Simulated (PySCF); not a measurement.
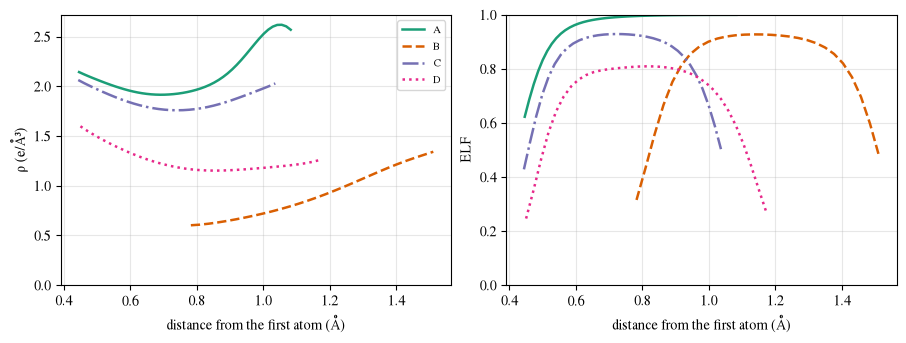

Figure 1: C$_{3}$H$_{8}$S$_{2}$Si. Total electron density and electron localisation function along straight lines between neighbouring atoms. The curves leave out the atomic cores.

Geometry: GFN2-xTB.

The calculation used PySCF, PBE0/def2-SVPD, SCF density, gas phase.

```tsv
atom	x (Å)	y (Å)	z (Å)
C	-1.8233	-0.9890	0.2998
C	-0.6094	-0.1663	-0.0321
S	0.8098	-1.1948	-0.4744
Si	2.4661	0.0095	0.2082
C	-0.7695	1.1353	-0.7189
S	-0.3086	1.2907	1.0171
H	-2.6522	-0.3481	0.5934
H	-2.1087	-1.5739	-0.5735
H	-1.5982	-1.6755	1.1132
H	3.5746	-0.7960	-0.2768
H	2.3909	0.0794	1.6572
H	2.4077	1.3074	-0.4507
H	-1.7692	1.4745	-0.9590
H	-0.0107	1.4462	-1.4256
```

> Which curve belongs to which contact (C–C, C–H, C–S and Si–S)? The first atom named is at distance zero.

Curve A: C–H (1.08 Å): ρ at the midpoint is about 2 e/Å³; the ELF climbs to about 1 towards the hydrogen, as it does in any bond to H: a covalent bond by its length. Curve B: Si–S (2.16 Å): ρ is about 0.79 e/Å³ halfway; the ELF peaks at about 0.95 between the atoms (a covalent bond). Curve C: C–C (1.48 Å): the density is about 1.8 e/Å³ at the midpoint; the ELF peaks at about 0.95 between the atoms, as expected for a shared electron pair. Curve D: C–S (1.80 Å): ρ at the midpoint is about 1.2 e/Å³; the ELF peaks at about 0.80 between the atoms; a shared electron pair.
